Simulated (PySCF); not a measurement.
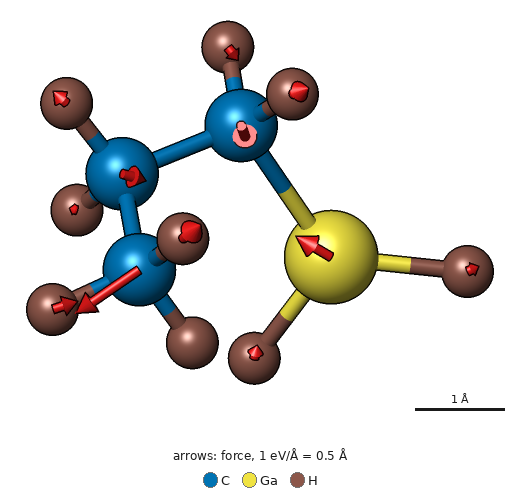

Starting geometry of C3H9Ga with the computed forces as red arrows. Style: ball-and-stick. Shown from a free direction.

The start comes from GFN2-xTB. Its atoms were then displaced at random by about 0.01 Å.

Computed with PySCF, PBE0-D3(BJ)/def2-SVP geometry optimisation, gas phase. 

**What follows when this structure is relaxed?**

It isn't relaxed: the largest force vector, on a C atom, is 1.79 eV/Å. The final displacements have little in common with the starting forces (cosine between the two patterns 0.18). The largest move after the best rigid fit is that of an H atom, 0.31 Å. By element the largest moves are H 0.31 Å, C 0.12 Å, Ga 0.05 Å. Near-neighbour distances that change, for instance: C–Ga 2.077 → 1.977 Å, Ga–H 1.609 → 1.579 Å, C–H 1.076 → 1.102 Å, C–H 1.122 → 1.101 Å. Bond angles that change, for instance: C–C–Ga 108.6° → 115.2°, C–Ga–H 127.6° → 121.1°, Ga–C–H 110.2° → 105.3°. After 7 geometry steps the energy has fallen by 16.1 kJ/mol.
